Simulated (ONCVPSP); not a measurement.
Mo: pseudopotential generation

Molybdenum (Mo, Z = 42), core [Kr], reference valence 4d5 5s1, valence charge 6. Computed at this level: ONCV potential, LDA (Perdew-Zunger), scalar-relativistic, made with ONCVPSP 4.0.1.

**Input**
```
# ATOM AND REFERENCE CONFIGURATION
# atsym  z   nc   nv     iexc    psfile
  Mo 42.00    8    2        3      upf
#
#   n    l    f
    1    0    2.00
    2    0    2.00
    2    1    6.00
    3    0    2.00
    3    1    6.00
    3    2   10.00
    4    0    2.00
    4    1    6.00
    4    2    5.00
    5    0    1.00
#
# PSEUDOPOTENTIAL AND OPTIMIZATION
# lmax
    3
#
#   l,   rc,      ep,       ncon, nbas, qcut
    0    2.75    0.00    4    8    2.40
    1    2.90    0.39    5    8    3.10
    2    2.10    0.00    3    7    7.90
    3    2.20    0.30    3    6    5.20
#
# LOCAL POTENTIAL
# lloc, lpopt,  rc(5),   dvloc0
    4    5    1.85    0.00
#
# VANDERBILT-KLEINMAN-BYLANDER PROJECTORs
# l, nproj, debl
    0    2    3.50
    1    2    3.00
    2    2    2.20
    3    2    2.10
#
# MODEL CORE CHARGE
# icmod, fcfact, rcfact
    1    0.35    0.00
#
# LOG DERIVATIVE ANALYSIS
# epsh1, epsh2, depsh
   -2.00    5.00    0.02
#
# OUTPUT GRID
# rlmax, drl
    6.00    0.01
#
# TEST CONFIGURATIONS
# ncnf
    4
# nvcnf
#   n    l    f
    2
    4    2    5.00
    5    0    0.00
#
    2
    4    2    4.00
    5    0    0.00
#
    2
    4    2    3.00
    5    0    0.00
#
    2
    4    2    5.00
    5    0    0.50
#
```

Hardware: 1 CPU thread, shared host.

Command:
```bash
oncvpsp.x < Mo.dat > Mo.out
```

**The program's output (extracts)**
```
ONCVPSP  (Optimized Norm-Conservinng Vanderbilt PSeudopotential)
scalar-relativistic version 4.0.1

#   n    l    f        energy (Ha)
    1    0    2.00    -7.2746060E+02
    2    0    2.00    -1.0276868E+02
    2    1    6.00    -9.1942939E+01
    3    0    2.00    -1.7471851E+01
    3    1    6.00    -1.3924488E+01
    3    2   10.00    -8.1333478E+00
    4    0    2.00    -2.3675165E+00
    4    1    6.00    -1.4181052E+00
    4    2    5.00    -1.4462602E-01
    5    0    1.00    -1.5910403E-01

Reference configufation results
  iterations    26
  all-electron total energy (Ha)   -4.04441806D+03

Begin loop to  construct optimized pseudo wave functions
and semi-local pseudopoentials for all angular momenta

   Wellstate for l =  0  n =  8
     eigenvalue =   3.3409
     asymptotic potential =   3.8409
     half-point radius =  4.6925

Calculating optimized projector #   1

 for l=   0

    Fraction of norm inside rc  0.295432
    Optimizing pswf for qcut=   2.40 a_B^-1,  ecut=   2.88 Ha
    Residual kinetic energy error=  5.70D-04 Ha

    Energy error per electron        Cutoff
         Ha          eV             Ha
         0.01000     0.27211        1.55
         0.00100     0.02721        2.65
         0.00010     0.00272        7.20
         0.00001     0.00027       19.71

Calculating optimized projector #   2

 for l=   0

    Fraction of norm inside rc  0.169089
    Optimizing pswf for qcut=   2.40 a_B^-1,  ecut=   2.88 Ha
    Residual kinetic energy error=  4.06D-01 Ha

    Energy error per electron        Cutoff
         Ha          eV             Ha
         0.01000     0.27211       21.89
         0.00100     0.02721       29.79
         0.00010     0.00272       34.57
         0.00001     0.00027       44.52

WARNING wellstate: moderately localized bound state found for n= 5 l=  1
WARNING scattering state with energy  0.05000000
WARNING will be used for the first projector

   Wellstate for l =  1  n =  5
     eigenvalue =   0.0500
     asymptotic potential =   0.5500
     half-point radius =  5.2946

   Wellstate for l =  1  n =  8
     eigenvalue =   3.0500
     asymptotic potential =   3.5500
     half-point radius =  5.1168

Calculating optimized projector #   1

 for l=   1

    Fraction of norm inside rc  0.287813
    Optimizing pswf for qcut=   3.09 a_B^-1,  ecut=   4.79 Ha
    Residual kinetic energy error=  1.24D-03 Ha

    Energy error per electron        Cutoff
         Ha          eV             Ha
         0.01000     0.27211        0.96
         0.00100     0.02721        5.67
         0.00010     0.00272       20.64
         0.00001     0.00027       24.05

Calculating optimized projector #   2

 for l=   1

    Fraction of norm inside rc  0.169865
    Optimizing pswf for qcut=   3.09 a_B^-1,  ecut=   4.79 Ha
    Residual kinetic energy error=  6.88D-02 Ha

    Energy error per electron        Cutoff
         Ha          eV             Ha
         0.01000     0.27211       21.44
         0.00100     0.02721       29.36
         0.00010     0.00272       33.21
         0.00001     0.00027       39.42

   Wellstate for l =  2  n =  6
     eigenvalue =   2.0554
     asymptotic potential =   2.5554
     half-point radius =  3.9236

Calculating optimized projector #   1

 for l=   2

    Fraction of norm inside rc  0.635226
    Optimizing pswf for qcut=   7.89 a_B^-1,  ecut=  31.15 Ha
    Residual kinetic energy error=  9.72D-09 Ha

    Energy error per electron        Cutoff
         Ha          eV             Ha
         0.01000     0.27211       13.54
         0.00100     0.02721       17.95
         0.00010     0.00272       21.59
         0.00001     0.00027       24.67

Calculating optimized projector #   2

 for l=   2

    Fraction of norm inside rc  0.161886
    Optimizing pswf for qcut=   7.89 a_B^-1,  ecut=  31.15 Ha
    Residual kinetic energy error=  1.31D-07 Ha

    Energy error per electron        Cutoff
         Ha          eV             Ha
         0.01000     0.27211       15.23
         0.00100     0.02721       19.75
         0.00010     0.00272       23.61
         0.00001     0.00027       26.60

   Wellstate for l =  3  n =  4
     eigenvalue =   0.3000
     asymptotic potential =   0.8000
     half-point radius =  8.6163

   Wellstate for l =  3  n =  6
     eigenvalue =   2.4000
     asymptotic potential =   2.9000
     half-point radius =  4.4222

Calculating optimized projector #   1

 for l=   3

    Fraction of norm inside rc  0.013455
    Optimizing pswf for qcut=   5.19 a_B^-1,  ecut=  13.48 Ha
    Residual kinetic energy error=  7.26D-06 Ha

    Energy error per electron        Cutoff
         Ha          eV             Ha
         0.01000     0.27211        1.89
         0.00100     0.02721        6.32
         0.00010     0.00272       10.22
         0.00001     0.00027       13.32

Calculating optimized projector #   2

 for l=   3

    Fraction of norm inside rc  0.212750
    Optimizing pswf for qcut=   5.19 a_B^-1,  ecut=  13.48 Ha
    Residual kinetic energy error=  2.32D-02 Ha

    Energy error per electron        Cutoff
         Ha          eV             Ha
         0.01000     0.27211       15.20
         0.00100     0.02721       39.02
         0.00010     0.00272       56.19
         0.00001     0.00027       96.88

Construct Vanderbilt / Kleinmman-Bylander projectors

B matrix Hermiticity error, ll=   0
   1   2    1.0025E-04

  Orthonormal projector coefficients  7.2395E+00  1.0979E+00

B matrix Hermiticity error, ll=   1
   1   2    8.9026E-05

  Orthonormal projector coefficients  4.6842E+00  9.1587E-01

B matrix Hermiticity error, ll=   2
   1   2   -1.5616E-04

  Orthonormal projector coefficients -1.4729E+00 -2.9999E-01

B matrix Hermiticity error, ll=   3
   1   2   -1.1915E-05

  Orthonormal projector coefficients -3.4726E+00 -7.4021E-01

Model core correction analysis
  based on d2Exc/dn_idn_j

d2excae - all-electron derivatives

   -1.503841D-02   -5.372578D-03
   -5.372485D-03   -4.703363D-03

d2excps - pseudofunction derivatives with no core correction

   -3.013772D-02   -7.747586D-03
   -7.747933D-03   -5.728468D-03

rms 2nd derivative error    7.751184E-03

Polynomial model core charge

d2excps - pseudofunction derivatives with core correction

   -1.836373D-02   -5.919942D-03
   -5.919785D-03   -4.849409D-03

rms 2nd derivative error    1.708670E-03

Pseudoatom total energy   -7.951433

Diagnostic tests using Vanderbilt-Kleinman-Bylander pseudopotentials
  1 or more projectors used as specified by nproj input data

   l    rcore       rmatch      e in        delta e   norm test  slope test

   0   2.7577246   2.8414551  -0.1591040  -0.0000003   1.0000035   0.9999850
   0   2.7577246   2.8414551   3.3408960   0.0000476   1.0000944   1.0000944

   1   2.9102663   2.9986283   0.0500000   0.0000009   1.0000249   1.0000249
   1   2.9102663   2.9986283   3.0500000   0.0000443   0.9997452   0.9997452

   2   2.1068895   2.1708593  -0.1446260  -0.0000022   1.0000474   1.0000434
   2   2.1068895   2.1708593   2.0553740   0.0000265   1.0001471   1.0001471

   3   2.2101697   2.2772752   0.3000000  -0.0000932   0.9999801   0.9999801
   3   2.2101697   2.2772752   2.4000000  -0.0001011   1.0003632   1.0003632

 Testing for bound ghosts
   n   l    E NL Schr. Eq   E Basis Diag.   E Cutoff

   1   0       -0.159104       -0.156141     34.23

   2   1       -0.042876       -0.029098     35.44

   3   2       -0.144628       -0.142140     58.12

 Testing for highly-localized positive-energy ghosts
       l    <radius>/rc     E Basis Diag.   E Cutoff

       0        0.664276        1.555214     34.23  WARNING - GHOST(+)

       1        0.945509        2.892281     35.44  WARNING - GHOST(+)

Test configuration 0

   n   l     f        eae           eps        diff
   1   0  2.0000 -727.46060154
   2   0  2.0000 -102.76867867
   2   1  6.0000  -91.94293876
   3   0  2.0000  -17.47185138
   3   1  6.0000  -13.92448811
   3   2 10.0000   -8.13334776
   4   0  2.0000   -2.36751650
   4   1  6.0000   -1.41810522
   4   2  5.0000   -0.14462602   -0.14462823   -2.20D-06
   5   0  1.0000   -0.15910403   -0.15910431   -2.73D-07

    Total energies and differences
      AE_ref= -4.04441806D+03  AE_tst= -4.04441806D+03  dif=  0.00D+00
      PS_ref= -7.95143340D+00  PS_tst= -7.95143340D+00  dif= -1.78D-15
      PSP excitation error=  1.78D-15

Test configuration 1

   n   l     f        eae           eps        diff
   1   0  2.0000 -727.71225913
   2   0  2.0000 -103.01645212
   2   1  6.0000  -92.19098440
   3   0  2.0000  -17.72073692
   3   1  6.0000  -14.17335837
   3   2 10.0000   -8.38189919
   4   0  2.0000   -2.61897394
   4   1  6.0000   -1.67063670
   4   2  5.0000   -0.39181851   -0.39098332    8.35D-04

    Total energies and differences
      AE_ref= -4.04441806D+03  AE_tst= -4.04415398D+03  dif=  2.64D-01
      PS_ref= -7.95143340D+00  PS_tst= -7.68685544D+00  dif=  2.65D-01
      PSP excitation error= -5.02D-04

Test configuration 2

   n   l     f        eae           eps        diff
   1   0  2.0000 -728.14763074
   2   0  2.0000 -103.45616271
   2   1  6.0000  -92.63032387
   3   0  2.0000  -18.15813819
   3   1  6.0000  -14.61074454
   3   2 10.0000   -8.81972911
   4   0  2.0000   -3.04543425
   4   1  6.0000   -2.09086398
   4   2  4.0000   -0.77385829   -0.77818854   -4.33D-03

    Total energies and differences
      AE_ref= -4.04441806D+03  AE_tst= -4.04357692D+03  dif=  8.41D-01
      PS_ref= -7.95143340D+00  PS_tst= -7.10866063D+00  dif=  8.43D-01
      PSP excitation error= -1.63D-03

Test configuration 3

psatom: WARNING lschvkbb convergence error n,l,iter=   1   0  40
ea(ii),et,emin,emax -7.329488E-01 -7.564823E-01 -7.564823E-01 -7.564823E-01
run_config: WARNING for fully non-local PS atom, stg. 1
 WARNING no output for configuration 4

Test configuration 4

   n   l     f        eae           eps        diff
   1   0  2.0000 -727.58047521
   2   0  2.0000 -102.88678281
   2   1  6.0000  -92.06116763
   3   0  2.0000  -17.59049868
   3   1  6.0000  -14.04312918
   3   2 10.0000   -8.25184068
   4   0  2.0000   -2.48752202
   4   1  6.0000   -1.53869580
   4   2  5.0000   -0.26325159   -0.26282473    4.27D-04
   5   0  0.5000   -0.26314417   -0.26355637   -4.12D-04

    Total energies and differences
      AE_ref= -4.04441806D+03  AE_tst= -4.04431282D+03  dif=  1.05D-01
      PS_ref= -7.95143340D+00  PS_tst= -7.84608110D+00  dif=  1.05D-01
      PSP excitation error= -1.17D-04
```

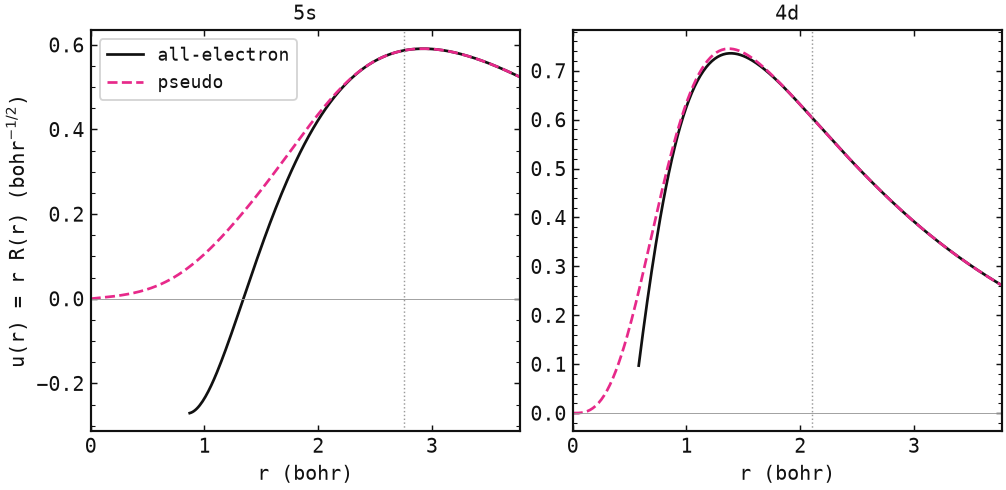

Figure 1. Partial waves u(r) = r R(r), all-electron (solid) and pseudo (dashed). Dotted lines mark the matching radii. The innermost oscillations of some all-electron curves aren't drawn. Pseudo-waves: 5s has no node; 4d has no node.

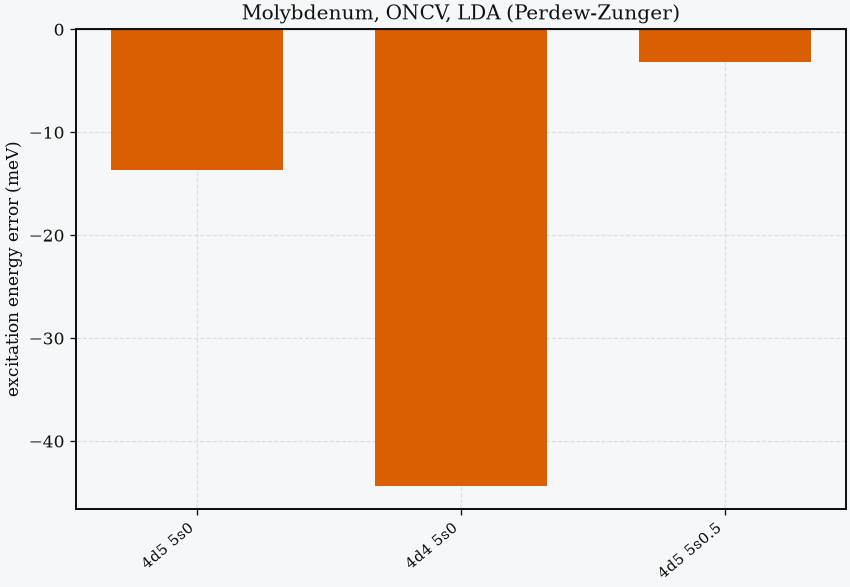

Figure 2. Errors, all-electron minus pseudo, of the energies of valence configurations relative to the unpolarised reference 4d5 5s1. Not all tests gave a result: 1 of 4 tests not solved.

- Worst configuration: 4d4 5s0 (charge +2): the error is -44 meV on an all-electron energy of +22.89 eV relative to the reference, or 0.19 %.
- Configurations within 10 meV and within 50 meV: 1 and 3 of 3.
- Errors in meV: 4d5 5s0: -14; 4d4 5s0: -44; 4d5 5s0.5: -3.2.

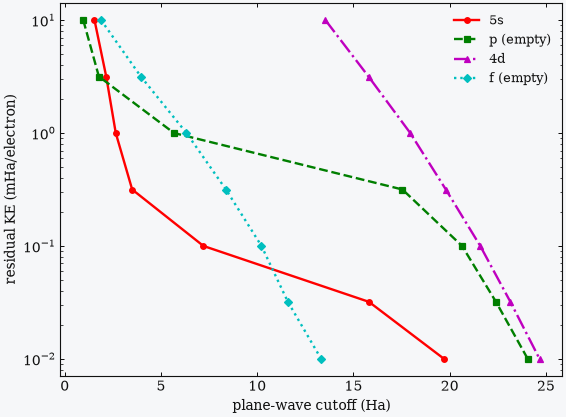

Figure 3. Residual kinetic energy of the pseudo-waves (the first of each channel, and further valence shells) beyond the plane-wave cutoff, as the generator prints it.

- Cutoffs for 1 mHa per electron: 4d: 18 Ha; f (empty): 6.3 Ha; p (empty): 5.7 Ha; 5s: 2.7 Ha.
- Hardest wave at 1 mHa per electron: 4d, with rc = 2.10 bohr and qcut = 7.9 1/bohr. The optimisation minimises, but can't always remove, the kinetic energy above qcut²/2 = 31.2 Ha, and a larger rc would as a rule soften the wave at some cost in transferability.
- Cutoffs for the occupied states: 18 Ha for 1 mHa and 22 Ha for 0.1 mHa per electron. The first is set by 4d.

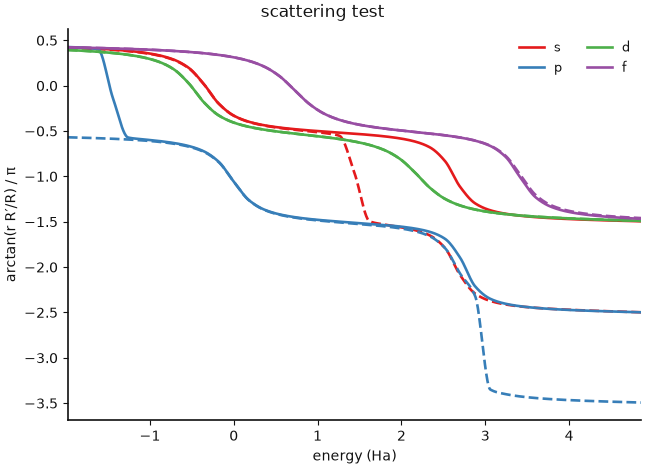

Figure 4. Unwrapped phase arctan(r R′/R) in units of π against energy, all-electron (solid) and pseudo (dashed); the pseudo phase is matched to the all-electron one at the reference energy. Here R(r) is the radial function. A near-vertical step is a level narrower than the spacing of the points behind the curves.

- Range over which the phases agree within 0.05 rad: s: up to about 1.1 Ha; p: between about -1.2 and 1.8 Ha; d: over the whole range drawn; f: up to about 3.3 Ha.
- Ghost states: Going away from the reference energies, the phases part by more than π/2 in: s at about 1.5 Ha (above its reference energy, pseudo phase lower, at the flagged ghost); p at about 3.0 Ha (above its reference energy, pseudo phase lower, at the flagged ghost); p at about -1.5 Ha (below its reference energy, pseudo phase lower, at the 4p core level, which only the all-electron atom has). Such a step is either a state that only one of the two atoms has or an ordinary level shifted in energy. The separate test gives: no bound ghost flagged; GHOST(+) flagged for s at 42.3 eV, p at 78.7 eV.
- First channel to depart above its reference energy: the s channel: its phase error passes 0.05 rad 1.2 Ha above its reference energy, against 1.8 Ha for p.

**Results in brief**

- outcome: generated, with a spurious state above the valence levels
- cutoffs needed: 18 Ha and 22 Ha (the cutoffs at which the residual kinetic energy of the hardest occupied pseudo-wave falls to 1 and 0.1 mHa per electron)
- ghost test: no bound ghost flagged; GHOST(+) flagged for s at 42.3 eV, p at 78.7 eV
- configuration tests: 1 of 4 tests not solved
- rms error of d²Exc/dni dnj: 7.75 mHa without and 1.71 mHa with the model core
- largest excitation error among the tests solved: -44 meV (all-electron minus pseudo) for 4d4 5s0
- clearest signs, in the scattering phases, of states that the all-electron atom lacks: s near 1.6 Ha
- range over which the phases arctan(r R′/R) at the test radius agree within 0.05 rad (a looser test near the poles than one of phase shifts): s: up to about 1.1 Ha; p: between about -1.2 and 1.8 Ha; d: over the whole range computed; f: up to about 3.3 Ha
- wall time: 4.8 s

**Remarks**

The scattering phases show an s state near 1.6 Ha, 1.7 Ha above the channel's reference energy, that the all-electron atom lacks; it spoils states at that energy. Warnings of the program, in the generation or the tests: wellstate: moderately localized bound state found for n= 5 l= 1; psatom: WARNING lschvkbb convergence error n,l,iter= 1 0 40.
